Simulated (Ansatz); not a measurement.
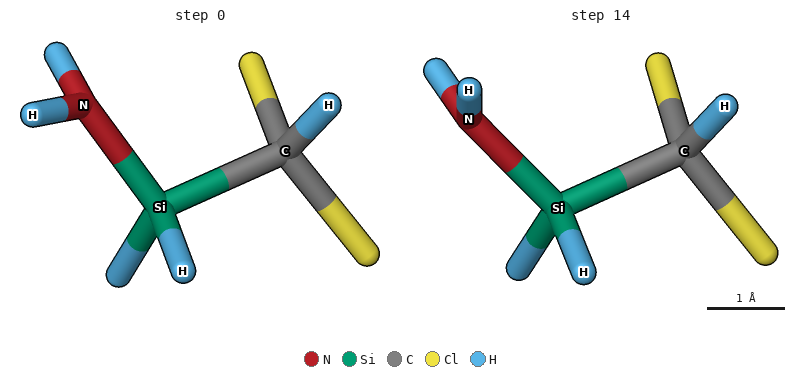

The structure of CH5Cl2NSi before (left) and after (right) a relaxation, at one scale.

A stick model, seen at a tilt.

The start comes from PBE-D4/def2-SVP.

Method: Ansatz, RKS PBE0-D4/def2-TZVP. Set-up: force threshold 0.005 eV/Å; at most 150 steps.

**Describe what moved and what it gained.**

An H atom moves most after the best rigid fit: 0.58 Å. By element the largest moves are H 0.58 Å, N 0.27 Å, Cl 0.09 Å, Si 0.05 Å, C 0.04 Å. Some distances before and after: C–Cl 1.812 → 1.779 Å, N–Si 1.736 → 1.705 Å, H–Si 1.507 → 1.480 Å, C–H 1.106 → 1.088 Å. Among the angles between lasting bonds that change: N–Si–C 107.2° → 114.3°, N–Si–H 117.8° → 110.7°, C–Si–H 109.4° → 106.4°. After 13 accepted moves (14 points after the start) the energy has fallen by 0.075 eV. The largest force component goes from 0.5 to 0.00053 eV/Å. The line search rejected the trial step at point 10 of the run.
